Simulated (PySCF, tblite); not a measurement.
# C₇H₁₁Cl: dynamics, then NMR shifts on frames, part 2 of 2

tblite 0.8.0 and PySCF 2.14.0. Atoms count from 0.

## (6) NMR shieldings: 800 fs, PBE0/pcSseg-1

What the job is given:

```
{"job": {"kind": "nmr", "xc": "PBE0", "basis": "pcSseg-1", "pop": false}, "charge": 0, "multiplicity": 1}
C     -2.080100     1.396500     0.924800
C     -1.330800     0.307800     0.787400
C     -0.343700     0.047000    -0.366200
C      1.080100     0.400600     0.090200
C      1.762900     1.704100    -0.412100
C      1.736600    -0.582200     0.730100
C      3.259900    -0.611900     0.900800
Cl     4.249000    -1.202100    -0.448700
H     -2.870100     1.479000     1.744200
H     -2.172500     2.304000     0.335100
H     -1.291300    -0.310300     1.659000
H     -0.436500     0.782900    -1.177500
H     -0.287600    -1.016500    -0.733700
H      2.564100     2.027500     0.303600
H      1.106000     2.626700    -0.537200
H      2.284300     1.630900    -1.398100
H      1.249200    -1.460600     0.982400
H      3.399400    -1.278200     1.831000
H      3.811300     0.326700     1.176700
```

Level: GIAO PBE0/pcSseg-1 NMR shielding, non-relativistic, gas phase.

Standard output:

```text
coarse grid: 16048 points
cycle   1  E = -732.8473694009  dE =  5.796e-01  |g| = 3.875e-01  |ddm| = 3.793e+00
cycle   2  E = -732.8526054360  dE = -5.236e-03  |g| = 3.831e-01  |ddm| = 7.360e-01
cycle   3  E = -732.8899935390  dE = -3.739e-02  |g| = 3.876e-02  |ddm| = 3.588e-01
cycle   4  E = -732.8901975639  dE = -2.040e-04  |g| = 2.602e-02  |ddm| = 5.068e-02
cycle   5  E = -732.8903551698  dE = -1.576e-04  |g| = 7.682e-03  |ddm| = 2.582e-02
cycle   6  E = -732.8903690888  dE = -1.392e-05  |g| = 2.800e-03  |ddm| = 9.098e-03
cycle   7  E = -732.8903709009  dE = -1.812e-06  |g| = 7.487e-04  |ddm| = 2.680e-03
final grid: 149296 points
cycle   8  E = -732.9392489923  dE = -4.072e-05  |g| = 8.022e-03  |ddm| = 3.659e-02
cycle   9  E = -732.9392438976  dE =  5.095e-06  |g| = 9.026e-03  |ddm| = 1.584e-02
cycle  10  E = -732.9392656966  dE = -2.180e-05  |g| = 1.133e-03  |ddm| = 9.016e-03
cycle  11  E = -732.9392659597  dE = -2.631e-07  |g| = 3.493e-04  |ddm| = 1.252e-03
cycle  12  E = -732.9392659881  dE = -2.844e-08  |g| = 1.038e-04  |ddm| = 3.046e-04
cycle  13  E = -732.9392659906  dE = -2.467e-09  |g| = 3.351e-05  |ddm| = 1.178e-04
cycle  14  E = -732.9392659909  dE = -2.783e-10  |g| = 8.349e-06  |ddm| = 3.523e-05
converged SCF energy = -732.9392659909

GIAO shielding tensors (ppm)
atom      isotropic    diamagn.    paramagn.     s11        s22        s33       span
  0 C       59.874     250.942    -191.068    -40.108     62.174    157.557    197.664
  1 C       44.709     254.621    -209.912    -74.929     54.249    154.808    229.737
  2 C      135.587     246.201    -110.614    122.847    133.368    150.544     27.697
  3 C       21.468     260.652    -239.183   -102.986     24.535    142.856    245.843
  4 C      161.522     243.820     -82.298    148.231    153.432    182.904     34.673
  5 C       47.826     252.738    -204.912    -66.918     74.444    135.951    202.869
  6 C      139.496     239.886    -100.390    104.880    143.993    169.614     64.734
  7 Cl     836.865    1144.035    -307.170    614.726    805.531   1090.339    475.613
  8 H       25.550      26.878      -1.329     23.564     24.290     28.796      5.232
  9 H       25.944      30.908      -4.964     23.714     24.889     29.229      5.515
 10 H       25.572      32.001      -6.429     22.645     24.887     29.184      6.539
 11 H       28.534      33.213      -4.679     25.280     29.185     31.138      5.859
 12 H       27.509      31.017      -3.509     23.426     27.940     31.160      7.734
 13 H       28.643      28.465       0.178     24.176     28.623     33.130      8.955
 14 H       28.796      28.937      -0.141     24.608     27.584     34.194      9.586
 15 H       28.773      27.608       1.164     24.526     27.584     34.209      9.683
 16 H       26.129      35.476      -9.348     22.308     24.457     31.621      9.314
 17 H       26.791      24.496       2.295     20.932     26.428     33.013     12.081
 18 H       26.502      27.018      -0.516     21.256     25.423     32.828     11.572
```

Run time: 56 s. Hardware: 1 thread of Arm Neoverse N1, shared host; peak memory 0.9 GiB.

In short: δ C3 165.5, C1 142.2, C5 139.1, C0 127.1, H8 6.17, H10 6.14 ppm.

## (7) Shielding tensors: 1000 fs, PBE0/pcSseg-1

What the job is given:

```
{"job": {"kind": "nmr", "xc": "PBE0", "basis": "pcSseg-1", "pop": false}, "charge": 0, "multiplicity": 1}
C     -1.196700     2.266100     0.850100
C     -1.289500     1.019500     0.438900
C     -0.448400     0.414000    -0.705700
C      1.057300     0.234700    -0.406000
C      1.889600     1.485900    -0.438900
C      1.640100    -0.955400    -0.357900
C      3.099100    -1.206100     0.001000
Cl     4.280300    -0.890200    -1.210900
H     -1.895100     2.429600     1.734800
H     -0.386600     2.815400     0.519700
H     -2.078000     0.339100     0.791300
H     -0.622300     1.079100    -1.506500
H     -0.673400    -0.509200    -1.122000
H      2.900800     1.421000    -0.407500
H      1.556100     2.098000     0.500500
H      1.564400     2.113700    -1.205100
H      1.040300    -1.900800    -0.338700
H      3.199000    -2.220100     0.361500
H      3.538700    -0.609200     0.803600
```

Level: GIAO PBE0/pcSseg-1 NMR shielding, non-relativistic, gas phase.

Standard output:

```text
coarse grid: 16048 points
cycle   1  E = -732.8323381183  dE =  9.185e-01  |g| = 4.189e-01  |ddm| = 3.876e+00
cycle   2  E = -732.8401365202  dE = -7.798e-03  |g| = 3.973e-01  |ddm| = 7.997e-01
cycle   3  E = -732.8805537968  dE = -4.042e-02  |g| = 4.367e-02  |ddm| = 3.992e-01
cycle   4  E = -732.8808041045  dE = -2.503e-04  |g| = 3.085e-02  |ddm| = 6.724e-02
cycle   5  E = -732.8810309845  dE = -2.269e-04  |g| = 7.484e-03  |ddm| = 2.948e-02
cycle   6  E = -732.8810438123  dE = -1.283e-05  |g| = 1.796e-03  |ddm| = 7.702e-03
cycle   7  E = -732.8810444095  dE = -5.972e-07  |g| = 6.993e-04  |ddm| = 1.887e-03
final grid: 149296 points
cycle   8  E = -732.9303504494  dE = -5.152e-05  |g| = 8.451e-03  |ddm| = 4.303e-02
cycle   9  E = -732.9303464205  dE =  4.029e-06  |g| = 9.150e-03  |ddm| = 1.634e-02
cycle  10  E = -732.9303678941  dE = -2.147e-05  |g| = 1.595e-03  |ddm| = 9.434e-03
cycle  11  E = -732.9303684658  dE = -5.716e-07  |g| = 4.384e-04  |ddm| = 1.585e-03
cycle  12  E = -732.9303685106  dE = -4.480e-08  |g| = 1.080e-04  |ddm| = 4.271e-04
cycle  13  E = -732.9303685132  dE = -2.579e-09  |g| = 3.485e-05  |ddm| = 1.379e-04
cycle  14  E = -732.9303685135  dE = -2.872e-10  |g| = 9.927e-06  |ddm| = 3.854e-05
converged SCF energy = -732.9303685135

GIAO shielding tensors (ppm)
atom      isotropic    diamagn.    paramagn.     s11        s22        s33       span
  0 C       61.883     258.988    -197.105    -63.701     85.984    163.365    227.066
  1 C       35.877     257.909    -222.032    -87.075     40.514    154.191    241.266
  2 C      147.636     248.257    -100.621    125.374    145.265    172.269     46.895
  3 C       29.569     257.968    -228.399    -89.571     26.835    151.443    241.014
  4 C      165.285     248.267     -82.982    152.245    162.736    180.875     28.630
  5 C       60.210     252.807    -192.597    -35.045     81.564    134.111    169.156
  6 C      150.443     241.035     -90.592    121.211    159.994    170.125     48.914
  7 Cl     889.351    1143.878    -254.528    704.287    879.898   1083.867    379.580
  8 H       24.695      27.462      -2.767     21.844     22.779     29.462      7.618
  9 H       25.874      34.055      -8.181     21.135     25.685     30.803      9.668
 10 H       24.890      32.406      -7.517     22.645     24.338     27.686      5.041
 11 H       29.921      33.390      -3.469     26.576     29.149     34.037      7.461
 12 H       30.025      35.094      -5.069     25.480     30.693     33.903      8.422
 13 H       30.784      31.763      -0.979     24.912     31.392     36.047     11.135
 14 H       28.155      29.530      -1.375     23.622     27.427     33.416      9.793
 15 H       31.119      31.300      -0.182     27.445     29.634     36.277      8.832
 16 H       25.475      33.189      -7.713     22.017     26.108     28.302      6.285
 17 H       28.389      27.192       1.196     21.855     28.092     35.219     13.363
 18 H       27.119      29.072      -1.953     21.167     26.412     33.778     12.612
```

Wall time 56 s (1 thread of Arm Neoverse N1, shared host); peak memory 0.9 GiB.

Key values: δ C3 157.4, C1 151.0, C5 126.7, C0 125.0, H8 7.02, H10 6.83 ppm.

## (8) Run by run: NMR shifts

Shifts (ppm) of some atoms, chosen among heavy atoms and hydrogens apart, with basis size and wall time:

```
  frame     C3     C5    C6    C2   H15   H12  Cl7  functions  time
 250 fs  140.1  132.1  53.5  44.3  3.79  2.00  113        198  72 s
 425 fs  143.2  128.1  46.1  51.9  0.86  4.34  112        198  56 s
 625 fs  155.6  123.6  60.2  48.2  4.13  1.59  170        198  56 s
 800 fs  165.5  139.1  47.4  51.3  2.94  4.21  113        198  56 s
1000 fs  157.4  126.7  36.5  39.3  0.60  1.69   60        198  56 s
```

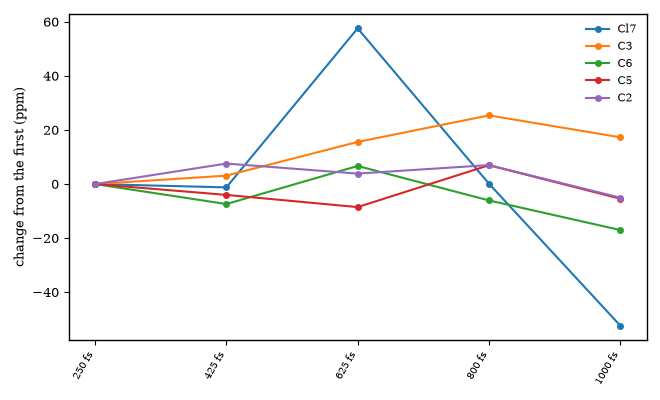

How five of the tabulated atoms move from run to run.

## (9) What came out

What follows sums up all 2 parts.

```
                                       quantity                                                                 value
                                     thermostat                                                                 600 K
                  mean temperature, second half                                                                 636 K
        mean potential energy above the minimum                                                               1.29 eV
 13C shifts against TMS (PBE0/pcSseg-1, 250 fs)                      147.6, 140.1, 132.1, 122.4, 53.5, 44.3, 26.7 ppm
  1H shifts against TMS (PBE0/pcSseg-1, 250 fs)  6.17, 5.81, 5.79, 5.30, 5.14, 3.79, 2.85, 2.52, 2.45, 2.02, 2.00 ppm
35Cl shifts against HCl (PBE0/pcSseg-1, 250 fs)                                                               113 ppm
          surface potential, least and greatest                                                    -0.85 V and 1.01 V
                      range of the shift of Cl7                                                         60 to 170 ppm
```

In words: In the second half the potential energy averages 1.29 eV above the minimum; equipartition over 51 harmonic modes at 600 K would give 1.32 eV. With 19 atoms the temperature swings widely (353 to 846 K). Shifts at one fixed geometry are not the observed spectrum, which averages over the motion. In the first frame run (250 fs): The largest span, 432 ppm, is at Cl7, where the paramagnetic term is -307 ppm. At PBE0/pcSseg-1, counted by nearest atom on the grid, the HOMO lies on C5 35 %; C3 27 %, the LUMO on C1, C3, C5 about 15 % each; C0 13 %. In ppm, Cl7 moves most: its shift spreads over 110 ppm, from 60 (1000 fs) to 170 (625 fs).
